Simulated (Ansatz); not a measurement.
## Fields on a plane of Yb (fcc, Cu type)

```
CELL_PARAMETERS angstrom
      0.00000     2.60076     2.60076
      2.60076     0.00000     2.60076
      2.60076     2.60076     0.00000
ATOMIC_POSITIONS crystal
  Yb 0.00000 0.00000 0.00000
```

The slice is a {100} plane (indices of the conventional cell) through the point (0.000, 0.000, 0.000) (fractional), spanned by u = [100] and v = [0 1 -1] in vectors of this cell: u (3.68 Å) and v (3.68 Å, at 90° to u). It covers one period; positions are fractions (u, v).

Atoms on it: Yb at (0.00, 0.00).

Level of theory: r2SCAN (plane waves to 500 eV, PAW, scalar-relativistic; Ansatz, an electronic-structure program). k mesh 15×15×15. Near the nuclei the fields are pseudised (PAW); where an atom keeps semicore shells as valence, they peak there. The relaxed volume of Yb is well below the measured one. Yb is run without spin polarisation. Yb was relaxed with its symmetry unable to fall. The f-shell state is unchecked: a lower one may exist.

```
|@@@%%#*+-:..         ..:-+*#%%@@|
|@@@%#*+=-:..         ..:-=+*#%@@|
|@%%%#*+=-:..         ..:-=+*#%%%|
|%%##*+=--:.           .:--=+*##%|
|##**++=-:..           ..:-=++**#|
|**++==-::.             .::-==++*|
|++==--::..             ..::--==+|
|-----::..               ..::----|
|:::::...                 ...::::|
|:.....                     .....|
|....                         ...|
|                                |
|                                |
|                                |
|                                |
|                                |
|                                |
|                                |
|                                |
|                                |
|....                         ...|
|:.....                     .....|
|:::::...                 ...::::|
|-----::..               ..::----|
|++==--::..             ..::--==+|
|**++==-::.             .::-==++*|
|##**++=-:..           ..:-=++**#|
|%%##*+=--:.           .:--=+*##%|
|@%%%#*+=-:..         ..:-=+*#%%%|
|@@@%#*+=-:..         ..:-=+*#%@@|
|@@@%%#*+-:..         ..:-+*#%%@@|
|@@@@%#*+-::.         .::-+*#%@@@|
```
Scale: ten equal steps from -1.12 (start of ' ') to 1.61 (end of '@'), in the order ' .:-=+*#%@'. Values: log₁₀ of the valence density in e/Å³. The map has 32 points along u (one character each, u = 0 at the left) and 32 along v (v = 0 in the bottom row). The scale is logarithmic, as a density can span decades between atoms and voids.

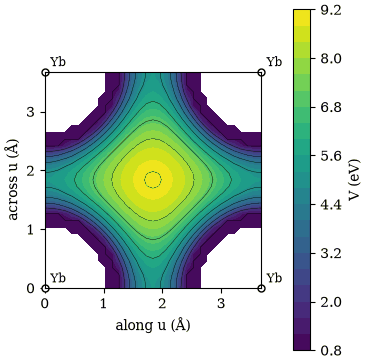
Figure: Electrostatic potential energy of an electron, from the cell's mean, in eV, one period of the plane, atoms marked. Points within 1 Å of a nucleus are left white, as the pseudised field means little there. Values under 1 eV are set to 1. The zero, the cell's mean, hangs on the PAW cores.

* **Density on the Yb–Yb line (3.68 Å) at its midpoint**: 0.08 e/Å³
* **ELF at that point**: 0.20
